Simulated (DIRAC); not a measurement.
**SnH+: a first try and a second**

Aim: a single-point energy of SnH+ at revPBE/3-21G (Levy-Leblond, uncontracted yes).

Program for the calculation: DIRAC 26.1 (patched).

**1. The structure to begin with**

SnH+: 2 atoms, total charge +1, spin state singlet. The shape was relaxed beforehand at HF/X2C-1eSO.

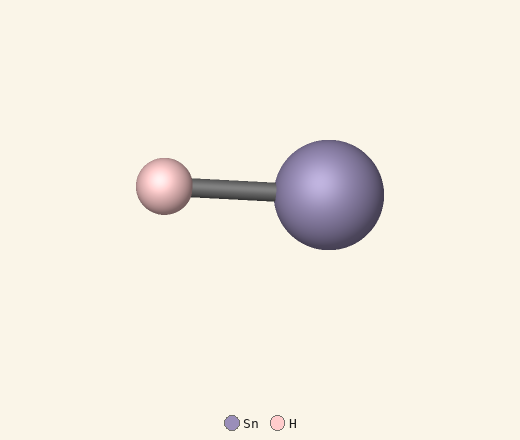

The structure, seen from a chosen angle (tin purple, hydrogen pink).

**2. Try one**

HSn.xyz reads:

```xyz
2

Sn      0.00000000      0.00000000      0.00000000
H       0.05000000      0.05000000      0.05000000
```

scf.inp reads:

```
! Kramers-restricted calculation
**DIRAC
.TITLE
 HSn, Levy-Leblond
.WAVE FUNCTION
.PROPERTIES
**HAMILTONIAN
.LEVY-LEBLOND
.DFT
GGAKEY revPBEx=1.0 PBEc=1.0
**INTEGRALS
*READIN
.UNCONTRACT
**WAVE FUNCTION
.SCF
*SCF
.MAXITR
 80
**PROPERTIES
.DIPOLE
**MOLECULE
*BASIS
.DEFAULT
3-21G
*CHARGE
.CHARGE
 1
*END OF
```

Started as:

```sh
pam --inp=scf.inp --mol=HSn.xyz --noarch --mw=163 --aw=368
```

What it wrote:

```text
**************************************************************************
    ***************************  HSn, Levy-Leblond ***************************
    **************************************************************************

 Jobs in this run:
   * Wave function
   * Properties

    **************************************************************************
    ************************** General DIRAC set-up **************************
    **************************************************************************

[... 222 lines left out ...]
 - Dipole (and multipole) origin (a.u.) :   0.000000000000000   0.000000000000000   0.000000000000000
[... 55 lines left out ...]
 * Convergence on norm of error vector (gradient).
[... 7 lines left out ...]
 * DIIS will be activated when convergence reaches : 1.00D+20
[... 25 lines left out ...]
 Dipole moment
[... 96 lines left out ...]
   DFT exchange-correlation energy:               =      -163.5940440736391110
[... 16 lines left out ...]
* Convergence on norm of error vector (gradient).
[... 3 lines left out ...]
* ERGVAL - convergence in total energy
[... 1 line left out ...]
* EVCVAL - convergence in error vector (gradient)
[... 14 lines left out ...]
                                   TOTAL ENERGY
[... 10 lines left out ...]
   Total energy                             :    -5847.1576426362235
[... 48 lines left out ...]
* Occupation of subblocks
                       E1 :  A1   B1   B2   A2
  closed shells (f=1.0000):   13    5    5    2
 virtual shells (f=0.0000):   26   12   12    4
tot.num. of pos.erg shells:   39   17   17    6

* HOMO - LUMO gap:

    E(LUMO) :    -0.42846797 au (symmetry B2 )
  - E(HOMO) :    -0.44601087 au (symmetry A1 )
  ------------------------------------------
    gap     :     0.01754289 au

* INFO: E(LUMO) - E(HOMO) small or negative.

 ERROR, SCF not converged, Dirac stops!

  --- SEVERE ERROR, PROGRAM WILL BE ABORTED ---

 SCF not converged

 ====  below this line is the stderr stream  ====

  --- SEVERE ERROR, PROGRAM WILL BE ABORTED ---
 SCF not converged
STOP 1000

  --- SEVERE ERROR, PROGRAM WILL BE ABORTED ---
STOP 1000
```

It took 16 s on 1 thread of Arm Neoverse V1, shared host.

**3. What went wrong**

No converged result was reached.

The log says `SCF not converged`. Cause: two atoms lie on top of or far too near each other. As the program read them, the closest atoms are 0.09 Å apart, against 1.75 Å in the sound input.

**4. Second attempt**

HSn.xyz reads:

```xyz
2

Sn      0.00000000      0.00000000      0.00000000
H       0.00000000      0.00000000      1.74838886
```

scf.inp reads:

```
! HSn
**DIRAC
.TITLE
 HSn revPBE
.WAVE FUNCTION
.PROPERTIES
**HAMILTONIAN
.LEVY-LEBLOND
.DFT
GGAKEY revPBEx=1.0 PBEc=1.0
**INTEGRALS
*READIN
.UNCONTRACT
**WAVE FUNCTION
.SCF
**PROPERTIES
.DIPOLE
**MOLECULE
*BASIS
.DEFAULT
3-21G
*CHARGE
.CHARGE
 1
**END OF INPUT
```

Started as:

```sh
pam --inp=scf.inp --mol=HSn.xyz --noarch --mw=163 --aw=368
```

What it wrote (excerpt; [...] marks lines left out):

```text
[...]
   for large components
[...]
 Ordinary (field-free non-relativistic) Hamiltonian integrals not calculated.
[...]
Full group is:  C(oo,v)
Represented as: C2v
[...]
 * Kohn-Sham calculation using the xc functional: GGAKey
[...]
   Total charge of atoms =  51
[...]
 * Number of fermion irreps: 1
[...]
It.    1    -3568.266290143      0.00D+00  0.00D+00  0.00D+00               0.02012100s   Atom. scrpot
[...]
It.   12    -6005.068518002     -2.18D-11 -1.12D-07  9.53D-09   DIIS   9    0.19400000s   LL
[...]
* Convergence after   12 iterations.
[...]
                                   TOTAL ENERGY
                                   ------------
   Charge of molecule : 1
   Electronic energy                        :    -6020.2017993514901
   Other contributions to the total energy
   Nuclear repulsion energy                 :       15.1332813497794
[...]
   Total energy                             :    -6005.0685180017108
[...]
  * Closed shell, f = 1.0000
 -1024.57195686063  ( 2)     -151.80813254170  ( 2)     -141.57482547578  ( 2)      -29.46277379794  ( 2)      -25.31679102287  ( 2)
   -17.91172000455  ( 2)      -17.90508008351  ( 2)       -4.83949239366  ( 2)       -3.46239885402  ( 2)       -1.28597221134  ( 2)
    -1.26937622262  ( 2)       -0.65077631945  ( 2)       -0.46484952611  ( 2)
  * Virtual eigenvalues, f = 0.0000
[...]
* HOMO - LUMO gap:
    E(LUMO) :    -0.37178338 au (symmetry B1 )
  - E(HOMO) :    -0.46484953 au (symmetry A1 )
  ------------------------------------------
    gap     :     0.09306614 au
[...]
* Dipole moment:
          Electronic               Nuclear                  Total
          contribution             contribution             contribution
----------------------------------------------------------------------------
x         0.00000000 Debye         0.00000000 Debye         0.00000000 Debye
y         0.00000000 Debye         0.00000000 Debye         0.00000000 Debye
z        -4.51091384 Debye         4.82791970 Debye         0.31700586 Debye
----------------------------------------------------------------------------
[...]
```

Run time: 2.5 s. Hardware: 1 thread of Arm Neoverse V1, shared host.

**5. What came out**

At revPBE/3-21G (Levy-Leblond, uncontracted yes):

| quantity | value |
| --- | --- |
| total energy | -6005.06852 Eh |
| HOMO energy | -12.65 eV |
| LUMO energy | -10.12 eV |
| HOMO–LUMO gap | 2.53 eV |
